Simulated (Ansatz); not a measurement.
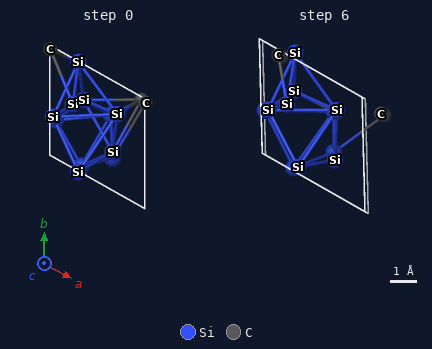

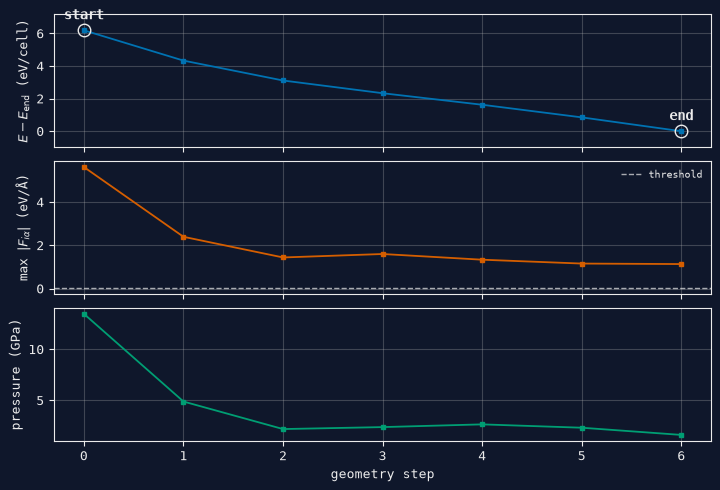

First and last geometry of a relaxation of solid Si$_{5}$C (a generated structure, set up in P1) (coarse preliminary run), with the history of the run. Style: ball-and-stick. Shown: the cell of the calculation, along the c axis.

Computed with DFT PBE, scalar-relativistic, plane waves, PAW in Ansatz 0.2.0. Settings: plane-wave cutoff 420 eV; k-point mesh 6 × 6 × 4; occupations gaussian; smearing width 0.2 eV; no spin polarisation; cell and atoms relaxed; force threshold 0.025 eV/Å; at most 60 steps.

What do the curves and the structures tell?

The run was cut off at its time limit before the relaxation converged, so the last structure is only a point on the way. The largest move relative to the cell is that of a C atom, 1.09 Å along [−1 −1 0]. Largest moves by element: C 1.09 Å, Si 0.41 Å. Cell: a 4.350 → 4.703 Å (+8.1 %), b 4.373 → 4.558 Å (+4.2 %), c 8.964 → 9.206 Å (+2.7 %), α 91.7° → 90.8°, β 89.4° → 91.2°, γ 119.4° → 121.1°. Volume +13.7 %. Some distances before and after: C–Si 2.650 → 3.915 Å, C–Si 2.537 → 3.744 Å, C–Si 2.661 → 3.618 Å, C–Si 2.538 → 3.384 Å. Bond angles that change, for instance: Si–Si–Si 115.1° → 138.8°, Si–Si–Si 123.5° → 144.3°, Si–Si–Si 80.6° → 99.9°. The space group stays P1 (No. 1). The energy falls by 6.193 eV per cell of the calculation in 6 geometry steps. The largest force component goes from 5.6 to 1.1 eV/Å. Pressure: 13.47 GPa at the start and 1.62 GPa at the end. The run took 9.7 min on 1 thread of Intel(R) Xeon(R) Processor @ 2.50GHz (Skylake/Cascade Lake), on a shared host, peak memory 0.6 GiB.
